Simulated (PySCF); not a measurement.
# C4H8O (methallyl alcohol): the cost of one run

Computed with PySCF 2.14.0 and routines of our own; the level stands in each step. Atoms count from 0.

### 1 The system as given

13 atoms, charge 0, multiplicity 1; geometry from: GFN2-xTB.

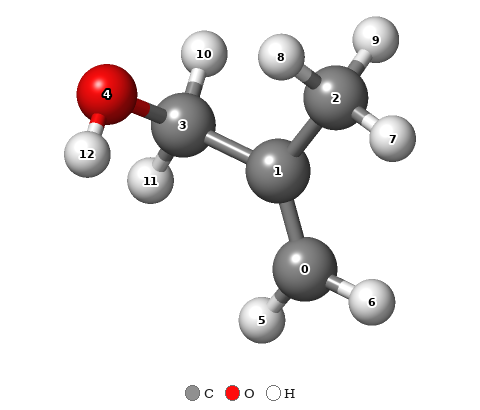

The starting geometry (carbon grey, oxygen red, hydrogen white).

### 2 Geometry optimisation at PBE0-D3(BJ)/def2-TZVP

What the job is given:

```
{"job": {"xc": "PBE0", "basis": "def2-TZVP", "d3": "d3bj", "grid": 2, "kind": "geom"}, "charge": 0, "multiplicity": 1}
C     -0.001088     1.612527     0.245587
C     -0.154597     0.329902    -0.039744
C     -1.364746    -0.463394     0.342110
C      0.916971    -0.457880    -0.754458
O      1.453042    -1.487988     0.052498
H      0.881129     2.159895    -0.042531
H     -0.759217     2.172308     0.766888
H     -2.000018     0.089798     1.028058
H     -1.060116    -1.400520     0.805140
H     -1.940502    -0.709071    -0.549902
H      0.491976    -0.969046    -1.623240
H      1.715776     0.213712    -1.099010
H      1.817002    -1.089756     0.850875
```

Command:

```console
OMP_NUM_THREADS=1 python excited_run.py task.json out
```

One launch serves the whole session: the jobs run in the order shown.

Q: Estimate the wall time and peak memory of this first job on 1 thread of Arm Neoverse V2, shared host.

About 56 s, with a peak of 0.83 GiB.
